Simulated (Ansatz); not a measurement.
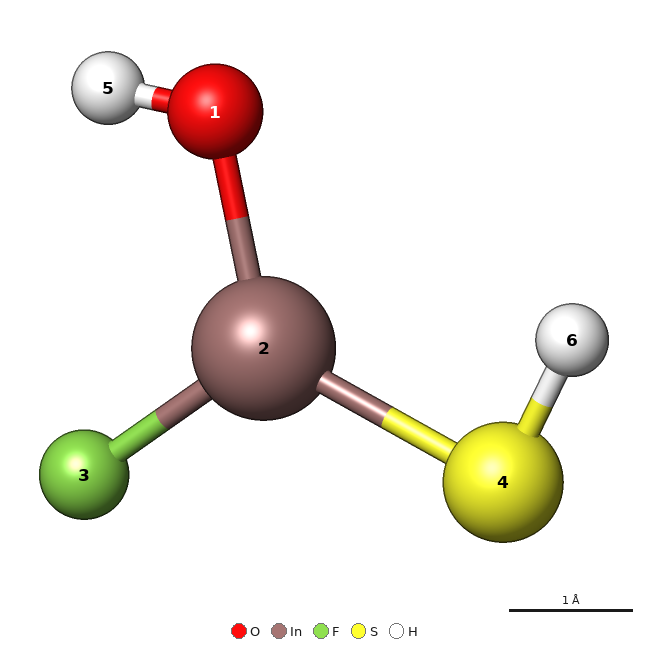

Atoms carry their numbers in the input. The geometry was computed by an optimisation with PBE0-D4/def2-TZVP. No frequency run is at hand to confirm it as a minimum.

Describe the coordination of atom 4.

Answer. S4 has 2 neighbours (In2 at 2.34, H6 at 1.35 Å); the arrangement is bent.

Describe the coordination of atom 1.

Answer. O1 has 2 neighbours (In2 at 1.97, H5 at 0.96 Å); the arrangement is bent.

Describe the coordination of atom 2.

Answer. In2 has 3 neighbours (O1 at 1.97, F3 at 1.95, S4 at 2.34 Å); the arrangement is trigonal planar.
